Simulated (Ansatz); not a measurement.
# Direct or indirect: KZnF3 (Pm-3m)

```cif
data_structure
_symmetry_space_group_name_H-M 'Pm-3m'
_symmetry_Int_Tables_number 221
_cell_length_a 4.0500
_cell_length_b 4.0500
_cell_length_c 4.0500
_cell_angle_alpha 90.000
_cell_angle_beta 90.000
_cell_angle_gamma 90.000
_cell_volume 66.43
loop_
_atom_site_label
_atom_site_type_symbol
_atom_site_symmetry_multiplicity
_atom_site_Wyckoff_symbol
_atom_site_fract_x
_atom_site_fract_y
_atom_site_fract_z
_atom_site_occupancy
Zn1 Zn 1 b 0.50000 0.50000 0.50000 1
K1 K 1 a 0.00000 0.00000 0.00000 1
F1 F 3 c 0.50000 0.00000 0.50000 1
```

Method: Ansatz, PBE, independent particles, without spin-orbit coupling, line width 0.1 eV (Gaussian). The band structure gives a fundamental gap of 3.86 eV. The spectrum of vertical transitions near the edge:

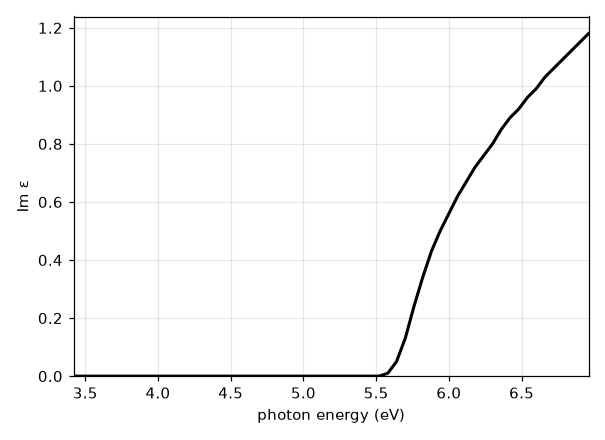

Problem. Is the gap direct or indirect, and about where do vertical transitions set in?

Solution. Indirect, by the band path, whose least direct gap is 5.69 eV. The curves fit this: they stay near zero above 3.86 eV and rise only from about 5.7 eV, though a forbidden direct transition would look alike. Lines are broadened by 0.1 eV, which spreads the edge, and phonons, which would give weak absorption from the fundamental gap up, are left out.

[Logs are printed without paths, hosts, clocks, repeated set-up lines and the standing remarks that a program may print on its own settings, such as how far it seeks lower states.]
